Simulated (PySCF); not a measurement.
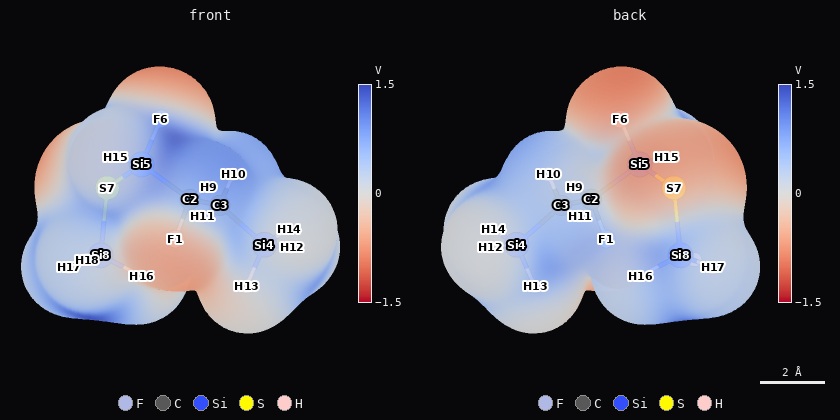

Figure. C2H10F2SSi3. The electrostatic potential painted on the density surface at 0.001 e/bohr³, seen from the front and from behind; the colour scale runs from red (negative) to blue (positive).

Geometry: GFN2-xTB.

Theory: PBE0/pcSseg-1, SCF density, gas phase, non-relativistic (PySCF).

```xyz
18

F     0.3462    0.8736    1.1908
C    -0.3713   -0.3186    1.0306
C    -1.3189   -0.1828   -0.1505
Si   -2.4398    1.3552   -0.0200
Si    0.8915   -1.7481    0.8518
F     0.0025   -3.0845    0.7422
S     2.0036   -1.5818   -0.9459
Si    2.6309    0.4995   -0.9661
H    -0.9467   -0.4205    1.9575
H    -1.9180   -1.0927   -0.1939
H    -0.7394   -0.1446   -1.0753
H    -3.3226    1.3621   -1.1872
H    -1.6165    2.5619    0.0064
H    -3.2199    1.2434    1.2154
H     1.7192   -1.9215    2.0281
H     1.4874    1.3231   -1.3290
H     3.6412    0.4718   -2.0115
H     3.1618    0.8109    0.3517
```

**Which sites attract a positive test charge, and which a negative one?**

A positive charge is drawn to the negative regions and a negative charge to the positive ones. The most negative region (about −0.9 V, or −21 kcal/mol for a unit charge) lies over F6, the most positive (about +1.3 V, or +30 kcal/mol for a unit charge) over Si5 and Si8.

**What dipole moment does the calculation give?**

Its dipole moment is 1.58 D.
